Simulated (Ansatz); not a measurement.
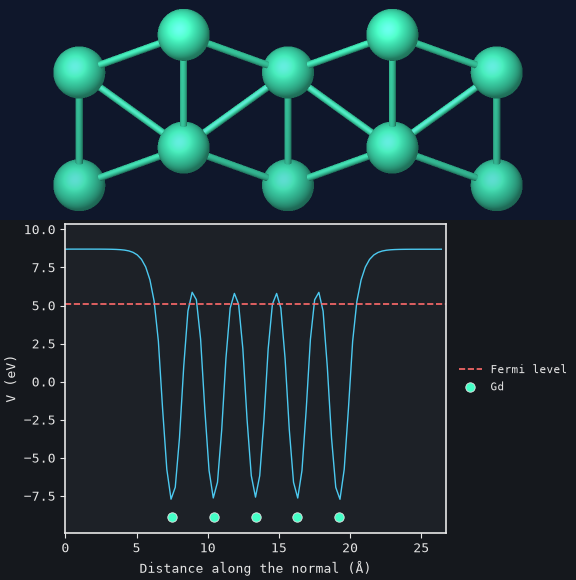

Plane-averaged electrostatic potential energy of an electron across the slab; circles at the bottom mark the heights of the atoms. The structure is drawn too.

Structure: a (001) slab cut from Gd (P6_3/mmc), unrelaxed, 5 atoms in the cell; a = 3.65 Å, b = 3.65 Å, c = 26.71 Å, α = 90.00°, β = 90.00°, γ = 120.00°.

Ansatz; DFT PBE+U, scalar-relativistic, plane waves, PAW, Ueff = 6 eV on Gd f, spin-polarised, 9×9×1 k mesh, 420 eV cutoff.

Question: Read off the work function of each face.

Answer: The work function is 3.57 eV, the same on both faces. The two vacuum levels agree, so the slab has no net dipole along its normal.

Question: How thick are slab and vacuum?

Answer: The outermost atoms are 11.7 Å apart, which leaves 15.0 Å of vacuum in a cell 26.7 Å high.

The run may have settled in a state above the lowest, so this need not be the ground state. Spin-orbit coupling is left out, which matters for Gd.
